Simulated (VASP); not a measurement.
# ZnO (zincite): the relaxed cell at several levels, part 2 of 3

Aim: relax ZnO (zincite) at several levels and hold each cell against experiment. The start is a cell from a database of measured crystal structures.

VASP 6.6.1, plane waves and PAW; the level of theory is named at each step.

So far. Step 2 (Relaxation with LDA): It ends with forces under 0.001 eV/Å and a pressure of 0.06 GPa. The volume lies -4.0 % from that of the database's start, which holds the thermal and zero-point expansion of its experiment. LDA is known to overbind. The conventional cell has a = 3.196 and c = 5.167 Å.

**3. Relaxation with PBE**

This step: PBE; plane waves and PAW (Zn, O) (VASP 6.6.1).

PBE, the usual starting point, adds the gradient of the density.

INCAR

```
SYSTEM = ZnO
PREC = Accurate
ENCUT = 560
EDIFF = 1E-06
NELM = 100
ISMEAR = -1
SIGMA = 0.05
LREAL = .FALSE.
ALGO = Normal
GGA = PE
NBANDS = 24
LORBIT = 11
LWAVE = .FALSE.
LCHARG = .FALSE.
KPAR = 4
IBRION = 2
NSW = 60
ISIF = 3
EDIFFG = -0.01
```

POSCAR

```
ZnO
1.0
    3.2493080000      0.0000000000      0.0000000000
   -1.6246540000      2.8139832727      0.0000000000
    0.0000000000      0.0000000000      5.2057090000
Zn O
2 2
Direct
    0.3333333333      0.6666666667      0.5000000000
    0.6666666667      0.3333333333      0.0000000000
    0.6666666667      0.3333333333      0.3790100000
    0.3333333333      0.6666666667      0.8790100000
```

KPOINTS

```
Automatic mesh
0
Gamma
8 8 5
0 0 0
```

PAW data sets: Zn and O (PBE family, release 64).

On the command line:

```sh
mpirun -np 4 vasp_std
```

Numbers of over 12 decimals in the logs are rounded to 6 here.

What it wrote:

```text
[banner, memory and clock lines left out]
running    4 mpi-ranks, on    1 nodes
 distrk:  each k-point on    1 cores,    4 groups
 distr:  one band on    1 cores,    1 groups

 POSCAR found type information on POSCAR ZnO
 POSCAR found :  2 types and       4 ions
 LDA part: xc-table for (Slater+PW92), standard interpolation
 POSCAR, INCAR and KPOINTS ok, starting setup
 FFT: planning ... GRIDC
 FFT: planning ... GRID_SOFT
 FFT: planning ... GRID
 WAVECAR not read
 entering main loop
       N       E                     dE             d eps       ncg     rms          rms(c)
DAV:   1     0.298488915314E+03    0.29849E+03   -0.19584E+04  1448   0.231E+03
DAV:   2     0.792050707354E+01   -0.29057E+03   -0.27576E+03  1568   0.441E+02
DAV:   3    -0.206052152272E+02   -0.28526E+02   -0.28323E+02  1624   0.144E+02
DAV:   4    -0.210619228244E+02   -0.45671E+00   -0.45644E+00  1744   0.192E+01
DAV:   5    -0.210647378366E+02   -0.28150E-02   -0.28150E-02  1584   0.141E+00    0.147E+01
DAV:   6    -0.176744322693E+02    0.33903E+01   -0.90471E+00  2512   0.667E+01    0.907E+00
DAV:   7    -0.178526556236E+02   -0.17822E+00   -0.27011E+00  1488   0.182E+01    0.537E+00
DAV:   8    -0.178670942187E+02   -0.14439E-01   -0.60099E-01  2160   0.781E+00    0.165E+00
DAV:   9    -0.178158733612E+02    0.51221E-01   -0.12464E-01  2232   0.663E+00    0.307E-01
DAV:  10    -0.178188557764E+02   -0.29824E-02   -0.43432E-02  1456   0.145E+00    0.146E-01
DAV:  11    -0.178188447559E+02    0.11020E-04   -0.99202E-04  2008   0.356E-01    0.295E-02
DAV:  12    -0.178188991996E+02   -0.54444E-04   -0.82795E-05  1760   0.119E-01    0.308E-02
DAV:  13    -0.178188945679E+02    0.46317E-05   -0.22588E-05  1912   0.971E-02    0.107E-02
DAV:  14    -0.178188937475E+02    0.82040E-06   -0.95822E-06  1680   0.371E-02
   1 F= -.17818894E+02 E0= -.17818891E+02  d E =-.178189E+02
 curvature:   0.00 expect dE= 0.000E+00 dE for cont linesearch  0.000E+00
 trial: gam= 0.00000 g(F)=  0.108E-02 g(S)=  0.114E+00 ort = 0.000E+00 (trialstep = 0.100E+01)
 search vector abs. value=  0.115E+00
 bond charge predicted
       N       E                     dE             d eps       ncg     rms          rms(c)
DAV:   1    -0.193486057632E+02   -0.15297E+01   -0.22570E+01  1688   0.921E+01    0.890E+00
DAV:   2    -0.180238996520E+02    0.13247E+01   -0.42855E+00  1872   0.364E+01    0.338E+00
DAV:   3    -0.178959674430E+02    0.12793E+00   -0.15036E-01  1888   0.113E+01    0.197E+00
DAV:   4    -0.178488773792E+02    0.47090E-01   -0.64733E-02  2112   0.346E+00    0.258E-01
DAV:   5    -0.178485106420E+02    0.36674E-03   -0.10590E-02  1544   0.888E-01    0.549E-02
DAV:   6    -0.178485281649E+02   -0.17523E-04   -0.16712E-04  1992   0.263E-01    0.331E-02
DAV:   7    -0.178485484869E+02   -0.20322E-04   -0.96856E-05  2192   0.200E-01    0.190E-02
DAV:   8    -0.178485460545E+02    0.24324E-05   -0.52390E-05  1552   0.145E-01    0.268E-03
DAV:   9    -0.178485462136E+02   -0.15918E-06   -0.13121E-06  1144   0.138E-02
   2 F= -.17848546E+02 E0= -.17848540E+02  d E =-.296525E-01
[...]
3 F= -.17856919E+02 E0= -.17856915E+02  d E =-.380257E-01
[...]
4 F= -.17856908E+02 E0= -.17856904E+02  d E =-.380142E-01
[...]
5 F= -.17856960E+02 E0= -.17856955E+02  d E =-.519601E-04
[...]
6 F= -.17856970E+02 E0= -.17856965E+02  d E =-.617846E-04
 curvature:  -0.72 expect dE=-0.437E-04 dE for cont linesearch -0.149E-07
 trial: gam= 0.45958 g(F)=  0.352E-04 g(S)=  0.253E-04 ort = 0.129E-05 (trialstep = 0.104E+01)
 search vector abs. value=  0.787E-04
 bond charge predicted
       N       E                     dE             d eps       ncg     rms          rms(c)
DAV:   1    -0.178573696548E+02   -0.39974E-03   -0.17159E-02  1696   0.155E+00    0.146E-01
DAV:   2    -0.178570697559E+02    0.29990E-03   -0.16746E-03  1904   0.700E-01    0.556E-02
DAV:   3    -0.178570331883E+02    0.36568E-04   -0.33859E-05  2008   0.132E-01    0.321E-02
DAV:   4    -0.178570179884E+02    0.15200E-04   -0.24513E-05  1936   0.547E-02    0.499E-03
DAV:   5    -0.178570178764E+02    0.11203E-06   -0.31597E-06  1384   0.170E-02
   7 F= -.17857018E+02 E0= -.17857013E+02  d E =-.481926E-04
 trial-energy change:   -0.000048  1 .order   -0.000050   -0.000063   -0.000037
 step:   2.5299(harm=  2.5299)  dis= 0.00182  next Energy=   -17.857047 (dE=-0.772E-04)
 reached required accuracy - stopping structural energy minimisation
```

Elapsed: 31 s, on 4 MPI ranks of Intel Xeon Platinum 8488C (Sapphire Rapids), shared host; peak memory 0.78 GiB; 2 min of CPU time.

Parts of OUTCAR (step 3):

```text
 Found     30 irreducible k-points:

   NELECT =      36.0000    total number of electrons

 E-fermi :   1.2303

 k-point     1 :       0.0000    0.0000    0.0000
  band No.  band energies     occupation
    ...
     14       0.0907      2.00000
     15       0.0907      2.00000
     16       0.7573      1.99984
     17       0.8340      1.99928
     18       0.8340      1.99928
     19       1.5507      0.00329
     20       5.8923      0.00000
     21       8.8870      0.00000
     22      13.5127      0.00000
     23      13.5127      0.00000
    ...

 k-point     2 :       0.1250    0.0000    0.0000
  band No.  band energies     occupation
    ...
     14      -0.4483      2.00000
     15      -0.1033      2.00000
     16       0.0265      2.00000
     17       0.6595      1.99998
     18       0.7293      1.99991
     19       2.5620      0.00000
     20       6.4934      0.00000
     21       8.8912      0.00000
     22      12.1501      0.00000
     23      13.6468      0.00000
    ...

  Total        0.0122808      0.0122808      0.0141801      0.0000000      0.0000000     -0.0000000
  in kB        0.3962181      0.3962181      0.4574982      0.0000000      0.0000000     -0.0000000
  external PRESSURE =       0.4166448 kB  Pullay stress =       0.0000000 kB

  energy-cutoff  :      560.00
  volume of cell :       49.66
      direct lattice vectors                 reciprocal lattice vectors
     3.288512530  0.000000000  0.000000000     0.304088852  0.175565781 -0.000000000
    -1.644256265  2.847935391 -0.000000000     0.000000000  0.351131561 -0.000000000
     0.000000000  0.000000000  5.302398439    -0.000000000  0.000000000  0.188593900

 POSITION                                       TOTAL-FORCE (eV/Angst)
 -----------------------------------------------------------------------------------
     -0.00000      1.89862      2.64970         0.000000      0.000000      0.008343
      1.64426      0.94931      5.30090         0.000000      0.000000      0.008343
      1.64426      0.94931      2.01116        -0.000000     -0.000000     -0.008343
     -0.00000      1.89862      4.66236        -0.000000     -0.000000     -0.008343
 -----------------------------------------------------------------------------------
    total drift:                                0.000000      0.000001     -0.000314

  FREE ENERGIE OF THE ION-ELECTRON SYSTEM (eV)
  ---------------------------------------------------
  free  energy   TOTEN  =       -17.8570178764 eV

  energy  without entropy=      -17.8570088583  energy(sigma->0) =      -17.85701337

 total charge
# of ion       s       p       d       tot
------------------------------------------
    1        0.446   0.452   9.890  10.788
    2        0.446   0.452   9.890  10.788
    3        1.549   3.436   0.000   4.984
    4        1.549   3.436   0.000   4.984
--------------------------------------------------
tot          3.990   7.776  19.780  31.545

[... 9 parts as in an earlier step ...]

[... 5 further parts left out ...]
```

CONTCAR:

```
ZnO
   1.00000000000000
     3.2885125296751245    0.0000000000000000    0.0000000000000000
    -1.6442562648375623    2.8479353913413550   -0.0000000000000000
     0.0000000000000000    0.0000000000000000    5.3023984393203234
  Zn              O
     2     2
Direct
     0.3333333332999970    0.6666666667000030    0.4997166375135604
     0.6666666667000030    0.3333333332999970    0.9997166375135604
     0.6666666667000030    0.3333333332999970    0.3792933624864406
     0.3333333332999970    0.6666666667000030    0.8792933624864405
```

The steps of the relaxation:

```
step  energy less that of the first step (eV)  largest force (eV/Å)  pressure (GPa)  volume (Å³)
   1                                   0.0000                0.0749            5.92        47.60
   2                                  -0.0297                0.0291           -2.54        50.69
   3                                  -0.0380                0.0035           -0.03        49.67
   4                                  -0.0380                0.0022            0.05        49.63
   5                                  -0.0381                0.0104            0.18        49.62
   6                                  -0.0381                0.0135            0.09        49.61
   7                                  -0.0381                0.0083            0.04        49.66
```

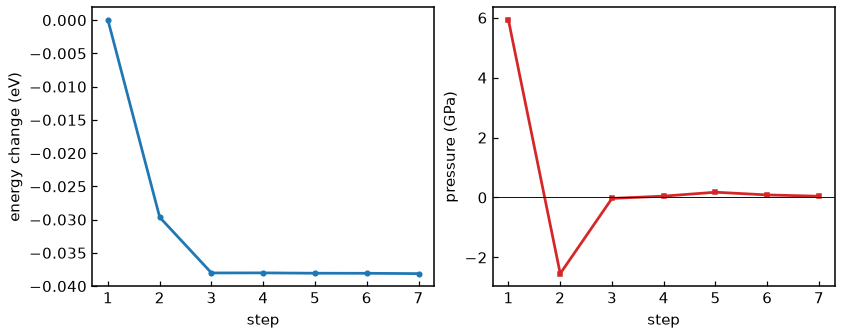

Energy and pressure along the relaxation.

```csv
"conventional cell, symmetrised",before,after,change
a (Å),3.249,3.289,+1.2 %
b (Å),3.249,3.289,+1.2 %
c (Å),5.206,5.302,+1.9 %
volume (Å³/atom),11.90,12.41,+4.3 %
```

Final coordinates:

```xyz
4
Lattice="3.2885 0.0000 0.0000 -1.6443 2.8479 0.0000 0.0000 0.0000 5.3024" Properties=species:S:1:pos:R:3 pbc="T T T"
Zn    0.0000    1.8986    2.6497
Zn    1.6443    0.9493   -0.0015
O     1.6443    0.9493    2.0112
O     0.0000    1.8986    4.6624
```

Numbers from this step:

* free energy (TOTEN): -17.86 eV
* Fermi energy: 1.230 eV
* pressure: 0.04166 GPa
* gap on the k-mesh: 0.7167 eV
* least direct gap on the k-mesh: 0.7167 eV

It ends at 12.41 Å³/atom, +4.3 % from the start, with 0.04 GPa left. The conventional cell has a = 3.289 and c = 5.302 Å.

**4. Relaxation with r2SCAN**

This step: r2SCAN; plane waves and PAW (Zn, O) (VASP 6.6.1).

r2SCAN adds the kinetic-energy density, costs more than a GGA and is run with LASPH.

INCAR: that of step 3 with these lines changed.

```diff
@@ -9,3 +9,4 @@
 ALGO = Normal
-GGA = PE
+METAGGA = R2SCAN
+LASPH = .TRUE.
 NBANDS = 24
```

POSCAR is that of step 3.

KPOINTS is that of step 3.

On the command line:

```sh
mpirun -np 4 vasp_std
```

What it wrote:

```text
[banner, memory and clock lines left out]
running    4 mpi-ranks, on    1 nodes
[...]
[... a notice as in an earlier step ...]

 LDA part: xc-table for (None), standard interpolation
 POSCAR, INCAR and KPOINTS ok, starting setup
[...]
entering main loop
       N       E                     dE             d eps       ncg     rms          rms(c)
DAV:   1     0.278370938241E+03    0.27837E+03   -0.20047E+04  1448   0.237E+03
DAV:   2    -0.168720697894E+02   -0.29524E+03   -0.28055E+03  1552   0.450E+02
DAV:   3    -0.461296735091E+02   -0.29258E+02   -0.29052E+02  1640   0.148E+02
DAV:   4    -0.465936053178E+02   -0.46393E+00   -0.46368E+00  1720   0.196E+01
[...]
DAV:  15    -0.363195531324E+02   -0.29720E-05   -0.63359E-06  1600   0.233E-02    0.470E-03
DAV:  16    -0.363195520124E+02    0.11200E-05   -0.68751E-07   968   0.126E-02    0.190E-03
DAV:  17    -0.363195527420E+02   -0.72958E-06   -0.67595E-07   808   0.848E-03
   1 F= -.36319553E+02 E0= -.36319553E+02  d E =-.363196E+02
[...]
DAV:   5    -0.363208102551E+02   -0.19320E-04   -0.20160E-04  1512   0.153E-01    0.123E-02
DAV:   6    -0.363208133481E+02   -0.30930E-05   -0.63360E-06  1680   0.762E-02    0.638E-03
DAV:   7    -0.363208127914E+02    0.55669E-06   -0.21504E-06   984   0.350E-02
   2 F= -.36320813E+02 E0= -.36320813E+02  d E =-.126005E-02
 trial-energy change:   -0.001260  1 .order   -0.001154   -0.003599    0.001291
 step:   0.7598(harm=  0.7359)  dis= 0.00306  next Energy=   -36.320966 (dE=-0.141E-02)
[...]
N       E                     dE             d eps       ncg     rms          rms(c)
DAV:   1    -0.363213425682E+02   -0.52922E-03   -0.38181E-02  1440   0.169E+00    0.159E-01
DAV:   2    -0.363210668656E+02    0.27570E-03   -0.20297E-03  1744   0.647E-01    0.867E-02
DAV:   3    -0.363209646719E+02    0.10219E-03   -0.75456E-05  1920   0.153E-01    0.358E-02
DAV:   4    -0.363209547575E+02    0.99143E-05   -0.53797E-05  2000   0.900E-02    0.473E-03
DAV:   5    -0.363209552632E+02   -0.50562E-06   -0.11545E-05  1496   0.365E-02    0.289E-03
DAV:   6    -0.363209546478E+02    0.61534E-06   -0.29252E-07   824   0.172E-02
   3 F= -.36320955E+02 E0= -.36320955E+02  d E =-.140191E-02
[...]
reached required accuracy - stopping structural energy minimisation
```

Run time: 62 s. Hardware: 4 MPI ranks; peak memory 0.78 GiB.

OUTCAR, selected parts (step 4):

```text
  Total       -0.0072024     -0.0072024      0.0036758      0.0000000      0.0000000      0.0000000
  in kB       -0.2428535     -0.2428535      0.1239401      0.0000000      0.0000000      0.0000000
  external PRESSURE =      -0.1205890 kB  Pullay stress =       0.0000000 kB

 POSITION                                       TOTAL-FORCE (eV/Angst)
 -----------------------------------------------------------------------------------
     -0.00000      1.87198      2.60645         0.000000      0.000000      0.008054
      1.62118      0.93599      5.21597        -0.000000      0.000000      0.008054
      1.62118      0.93599      1.98114        -0.000000      0.000000     -0.008054
     -0.00000      1.87198      4.59066        -0.000000     -0.000000     -0.008054
 -----------------------------------------------------------------------------------
    total drift:                                0.000000      0.000000     -0.045314

  FREE ENERGIE OF THE ION-ELECTRON SYSTEM (eV)
  ---------------------------------------------------
  free  energy   TOTEN  =       -36.3209546478 eV

  energy  without entropy=      -36.3209545657  energy(sigma->0) =      -36.32095461

[... 2 parts as in an earlier step ...]

[... 2 further parts left out ...]
[key lines of the parts left out:]
E-fermi :   1.5123
```

The PAW data sets were made with PBE, which is usual practice but a small mismatch for other functionals.

Step by step:

```
step  energy less that of the first step (eV)  largest force (eV/Å)  pressure (GPa)  volume (Å³)
   1                                   0.0000                0.0835           -0.21        47.60
   2                                  -0.0013                0.0380            0.09        47.49
   3                                  -0.0014                0.0081           -0.01        47.52
```

```
conventional cell, symmetrised  before  after  change
                         a (Å)   3.249  3.242  -0.2 %
                         b (Å)   3.249  3.242  -0.2 %
                         c (Å)   5.206  5.219  +0.3 %
              volume (Å³/atom)   11.90  11.88  -0.2 %
```

Final coordinates:

```cif
data_structure
_symmetry_space_group_name_H-M 'P 1'
_symmetry_Int_Tables_number 1
_cell_length_a 3.2424
_cell_length_b 3.2424
_cell_length_c 5.2190
_cell_angle_alpha 90.000
_cell_angle_beta 90.000
_cell_angle_gamma 120.000
_cell_volume 47.52
loop_
_atom_site_label
_atom_site_type_symbol
_atom_site_fract_x
_atom_site_fract_y
_atom_site_fract_z
_atom_site_occupancy
Zn1 Zn 0.33333 0.66667 0.49941 1
Zn2 Zn 0.66667 0.33333 0.99941 1
O3 O 0.66667 0.33333 0.37960 1
O4 O 0.33333 0.66667 0.87960 1
```

It ends at 11.88 Å³/atom, -0.2 % from the start, with -0.01 GPa left. The conventional cell has a = 3.242 and c = 5.219 Å.

**5. Relaxation with PBE + D3(BJ)**

This step: PBE with D3(BJ); plane waves and PAW (Zn, O) (VASP 6.6.1).

A dispersion term adds the long-range attraction that semilocal functionals lack. D3 with Becke-Johnson damping keeps a finite attraction at short range.

INCAR: that of step 4 with these lines changed.

```diff
@@ -9,4 +9,4 @@
 ALGO = Normal
-METAGGA = R2SCAN
-LASPH = .TRUE.
+GGA = PE
+IVDW = 12
 NBANDS = 24
```

POSCAR is that of step 4.

KPOINTS is that of step 4.

On the command line:

```sh
mpirun -np 4 vasp_std
```

What it wrote:

```text
[... set-up lines as in an earlier step ...]
 entering main loop
       N       E                     dE             d eps       ncg     rms          rms(c)
[... 14 cycles as in an earlier step ...]
   1 F= -.18715745E+02 E0= -.18715742E+02  d E =-.187157E+02
[... from here on, the cycles between the ionic steps are left out ...]
   2 F= -.18723478E+02 E0= -.18723475E+02  d E =-.773367E-02
   3 F= -.18725597E+02 E0= -.18725594E+02  d E =-.985210E-02
   4 F= -.18725593E+02 E0= -.18725590E+02  d E =-.984813E-02
   5 F= -.18725646E+02 E0= -.18725643E+02  d E =-.534866E-04
   6 F= -.18725655E+02 E0= -.18725652E+02  d E =-.625474E-04
   7 F= -.18725694E+02 E0= -.18725691E+02  d E =-.384568E-04
   8 F= -.18725722E+02 E0= -.18725719E+02  d E =-.666189E-04
   9 F= -.18725743E+02 E0= -.18725739E+02  d E =-.205445E-04
 trial-energy change:   -0.000021  1 .order   -0.000019   -0.000033   -0.000006
 step:   0.9688(harm=  0.9688)  dis= 0.00073  next Energy=   -18.725742 (dE=-0.199E-04)
 reached required accuracy - stopping structural energy minimisation
```

Run time: 34 s. Hardware: 4 MPI ranks; peak memory 0.81 GiB.

From OUTCAR (step 5):

```text
 Edisp (eV)   -0.87793

 Edisp (eV)   -0.87814

  Total      -0.01851    -0.01851    -0.01164     0.00000     0.00000    -0.00000
  in kB      -0.61041    -0.61041    -0.38376     0.00000     0.00000    -0.00000
  external pressure =       -0.53 kB  Pullay stress =        0.00 kB

 POSITION                                       TOTAL-FORCE (eV/Angst)
 -----------------------------------------------------------------------------------
     -0.00000      1.88411      2.63475        -0.000000     -0.000000      0.001250
      1.63169      0.94206      0.00022        -0.000000     -0.000000      0.001250
      1.63169      0.94206      1.99681         0.000000      0.000000     -0.001250
     -0.00000      1.88411      4.63134         0.000000      0.000000     -0.001250
 -----------------------------------------------------------------------------------
    total drift:                                0.000000      0.000000     -0.000702

  FREE ENERGIE OF THE ION-ELECTRON SYSTEM (eV)
  ---------------------------------------------------
  free  energy   TOTEN  =       -18.7257425187 eV

  energy  without entropy=      -18.7257357748  energy(sigma->0) =      -18.72573915

[... 2 parts as in an earlier step ...]

[... 2 further parts left out ...]
[key lines of the parts left out:]
E-fermi :   1.4338
```

Step by step:

| step | energy less that of the first step (eV) | largest force (eV/Å) | pressure (GPa) | volume (Å³) |
| --- | --- | --- | --- | --- |
| 1 | 0.0000 | 0.0732 | 2.84 | 47.60 |
| 2 | -0.0077 | 0.0364 | -1.27 | 49.06 |
| 3 | -0.0099 | 0.0065 | -0.12 | 48.59 |
| 4 | -0.0098 | 0.0045 | -0.03 | 48.57 |
| 5 | -0.0099 | 0.0119 | 0.08 | 48.55 |
| 6 | -0.0099 | 0.0166 | 0.10 | 48.55 |
| 7 | -0.0099 | 0.0143 | 0.06 | 48.57 |
| 8 | -0.0100 | 0.0103 | -0.04 | 48.61 |
| 9 | -0.0100 | 0.0013 | -0.05 | 48.60 |

| conventional cell, symmetrised | before | after | change |
| --- | --- | --- | --- |
| a (Å) | 3.249 | 3.263 | +0.4 % |
| b (Å) | 3.249 | 3.263 | +0.4 % |
| c (Å) | 5.206 | 5.269 | +1.2 % |
| volume (Å³/atom) | 11.90 | 12.15 | +2.1 % |

Final coordinates:

```xyz
4
Lattice="3.2634 0.0000 0.0000 -1.6317 2.8262 0.0000 0.0000 0.0000 5.2691" Properties=species:S:1:pos:R:3 pbc="T T T"
Zn    0.0000    1.8841    2.6348
Zn    1.6317    0.9421    0.0002
O     1.6317    0.9421    1.9968
O     0.0000    1.8841    4.6313
```

It ends at 12.15 Å³/atom, +2.1 % from the start, with -0.05 GPa left. The conventional cell has a = 3.263 and c = 5.269 Å. Against plain PBE, the dispersion term moves a by -0.8 % and c by -0.6 %.

(Part 2 of 3 ends here.)

[Lines on the potential files, build, host, timing and source positions are cut from VASP's logs without a mark.]

[Logs are printed without paths, hosts, clocks, repeated set-up lines and the standing remarks that a program may print on its own settings, such as how far it seeks lower states.]

[Hosts, paths, dates, database ids (printed as entryN), source tags and the programs' standing remarks are cut or masked in the printed files.]

[Measured values are set beside computed ones only where the two were judged alike; some that the calculation misses by far are left out.]
